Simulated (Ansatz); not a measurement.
**Phonon calculation of C₃H₈Si₂**

C₃H₈Si₂, SMILES C=C=C[SiH2][SiH3], computed with RKS r2SCAN-D4/def2-SVP (Ansatz 0.2.0).

It belongs to a series of runs on one base structure; here: vibrations at the highest image of the band. Figures and captions count atoms from 1; the log counts them from 0 in places.

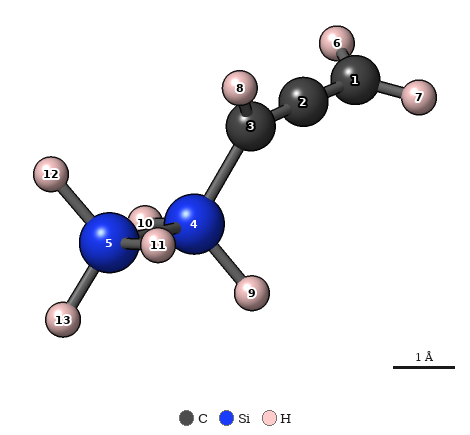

Fig. 1: The structure as given in the input (ball-and-stick view, seen at a tilt; atoms are numbered from 1 in the order of the input). Bond lengths as drawn: C–C 1.31 Å, C–H 1.10 Å, C–Si 1.88 Å, H–Si 1.50 Å and Si–Si 2.35 Å.

## Input
```yaml
crystal:
  periodic: [false, false, false]
  atoms:
    - { symbol: C, position_ang: [-1.002336, -1.596673, 2.648194] }
    - { symbol: C, position_ang: [-0.489299, -0.733577, 1.805521] }
    - { symbol: C, position_ang: [0.010649, 0.099349, 0.922485] }
    - { symbol: Si, position_ang: [-0.06106, -0.255616, -0.927079] }
    - { symbol: Si, position_ang: [0.919481, 1.52899, -2.094454] }
    - { symbol: H, position_ang: [-0.396791, -2.408552, 3.066906] }
    - { symbol: H, position_ang: [-2.049319, -1.526847, 2.96399] }
    - { symbol: H, position_ang: [0.482682, 1.025139, 1.285443] }
    - { symbol: H, position_ang: [-1.479486, -0.431158, -1.371509] }
    - { symbol: H, position_ang: [0.667422, -1.52382, -1.246207] }
    - { symbol: H, position_ang: [0.186411, 2.800231, -1.802285] }
    - { symbol: H, position_ang: [2.34296, 1.700898, -1.666604] }
    - { symbol: H, position_ang: [0.889088, 1.286838, -3.569502] }
basis:
  gaussian: { orbitals: def2-SVP }
hamiltonian:
  xc: r2scan
  dispersion: d4
phonons: {}
```

Machine: 2 threads of Arm Neoverse V2, 24 GiB of memory available, shared host.

Command:
```bash
ansatz run input.yaml --threads 2 --pin off --max-ram 3072MiB --backend cpu --events-out ev --progress --plain --runs-dir out
```

## Log
```
Engine: ansatz 0.2.0, aarch64-unknown-linux-gnu
Functional definition: r2SCAN
  parameter k0 = 0.174
  parameter k1 = 0.065
  parameter a1 = 4.9479
  exchange = r2scan_x(k0 = k0, k1 = k1, a1 = a1)
  correlation = r2scan_c
1330 factors; their error is unknown
mean field evaluation 1: about -18978.0325 eV, gradient 4.6e1 eV
mean field evaluation 2: about -18975.6817 eV, gradient 5.3e1 eV
mean field evaluation 4: about -18983.9609 eV, gradient 4.3e0 eV
mean field evaluation 8: about -18984.0107 eV, gradient 1.8e-1 eV
mean field evaluation 16: about -18983.9178 eV, gradient 2.2e-4 eV
mean field -18983.91778459 eV, -697.6461108222 hartree, gradient 2.3e-5 eV, S^2 0.000000; 0 other end points of the search recorded, 0 dependent functions left out
the calculation of the forces begins
reference -18983.91779682 eV, -697.6461112713 hartree; 27, 27 occupied and 91, 91 virtual orbitals, 1330 factors
these checks for a lower state are left out or cut short: stability, starts, cluster_reference, orbital_swaps, neighbouring_geometries, increment
1330 factors; their error is unknown
mean field -18983.91759791 eV, -697.6461039619 hartree, gradient 1.6e-6 eV, S^2 0.000000; 0 other end points of the search recorded, 0 dependent functions left out
[... from here on the field's lines of each further geometry are left out, up to the last ...]
the calculation of the forces begins
reference -18983.91774471 eV, -697.6461093567 hartree; 27, 27 occupied and 91, 91 virtual orbitals, 1330 factors
these checks for a lower state are left out or cut short: stability, starts, cluster_reference, orbital_swaps, neighbouring_geometries, increment
1330 factors; their error is unknown
mean field -18983.91772918 eV, -697.6461087857 hartree, gradient 1.7e-6 eV, S^2 0.000000; 0 other end points of the search recorded, 0 dependent functions left out
the calculation of the forces begins
reference -18983.91774140 eV, -697.6461092350 hartree; 27, 27 occupied and 91, 91 virtual orbitals, 1330 factors
WARN: phonons: modes at or below zero, which the zero-point energy, F, S and C_V leave out: 1, the lowest at -51.54 cm⁻¹. A minimum has none, and a first-order saddle one
Total energy: -18983.99115030 eV, -697.6488069621 hartree
Atom 0 at    -1.002336    -1.596673     2.648194 Å, force    -0.001014    -0.008632     0.000804 eV/Å
Atom 1 at    -0.489299    -0.733577     1.805521 Å, force     0.000564    -0.001470    -0.013531 eV/Å
Atom 2 at     0.010649     0.099349     0.922485 Å, force     0.004861     0.010202     0.021096 eV/Å
Atom 3 at    -0.061060    -0.255616    -0.927079 Å, force     0.000407    -0.000113    -0.007242 eV/Å
Atom 4 at     0.919481     1.528990    -2.094454 Å, force    -0.002487    -0.002250    -0.001846 eV/Å
Atom 5 at    -0.396791    -2.408552     3.066906 Å, force    -0.000320     0.002766     0.000219 eV/Å
Atom 6 at    -2.049319    -1.526847     2.963990 Å, force    -0.003094     0.001663     0.002608 eV/Å
Atom 7 at     0.482682     1.025139     1.285443 Å, force     0.000005    -0.002219    -0.003131 eV/Å
Atom 8 at    -1.479486    -0.431158    -1.371509 Å, force     0.000245    -0.000369     0.000414 eV/Å
Atom 9 at     0.667422    -1.523820    -1.246207 Å, force     0.000505     0.000238     0.000301 eV/Å
Atom 10 at     0.186411     2.800231    -1.802285 Å, force    -0.000418     0.000757    -0.000431 eV/Å
Atom 11 at     2.342960     1.700898    -1.666604 Å, force     0.001487     0.000436    -0.000377 eV/Å
Atom 12 at     0.889088     1.286838    -3.569502 Å, force    -0.000741    -0.001010     0.001116 eV/Å
Dipole moment:    -0.032033    -0.044878     0.135011 e Å
Vibrations: -51.54 84.52 95.42 162.26 306.18 344.67 406.84 441.46 479.32 508.97 595.95 716.35 720.52 785.36 805.28 864.23 867.86 926.88 932.31 942.09 975.73 1081.71 1237.79 1419.22 2036.35 2198.94 2200.18 2206.59 2216.24 2220.66 3115.61 3128.31 3220.77 cm⁻¹, zero-point energy 2.370860 eV
```

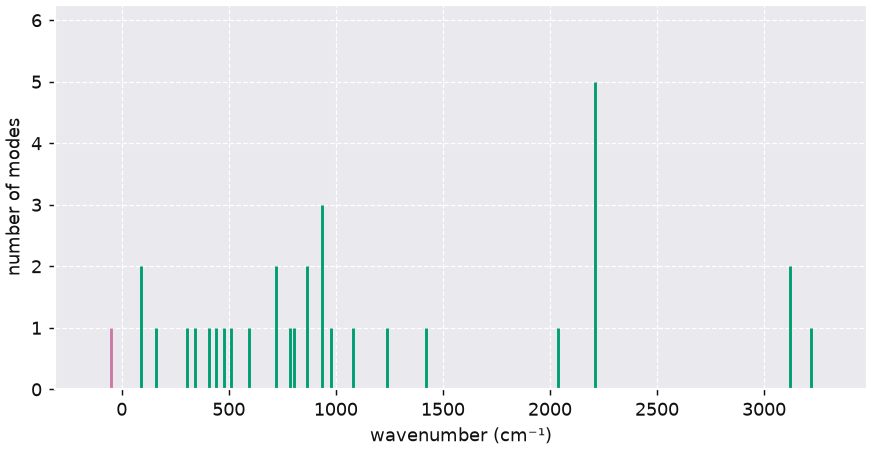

Fig. 2: Harmonic vibrational wavenumbers from the force constants; neighbouring modes closer than 15 cm⁻¹ are counted in one stick, and imaginary ones are drawn at negative wavenumbers. 33 modes from 52i to 3221 cm⁻¹, 1 imaginary beyond 8i (52i cm⁻¹): not a clean minimum; so soft a mode can be a shallow saddle, an incomplete relaxation or noise of the force constants.

## Summary

```json
{"quantity": "outcome", "value": "converged"}
{"quantity": "total energy", "value": "−18983.9912 eV"}
{"quantity": "mean-field energy", "value": "−18983.9178 eV"}
{"quantity": "largest force (length of the vector)", "value": "0.024 eV/Å"}
{"quantity": "wall time", "value": "2.5 min (CPU time 4.9 min)"}
{"quantity": "peak memory", "value": "0.18 GiB"}
```
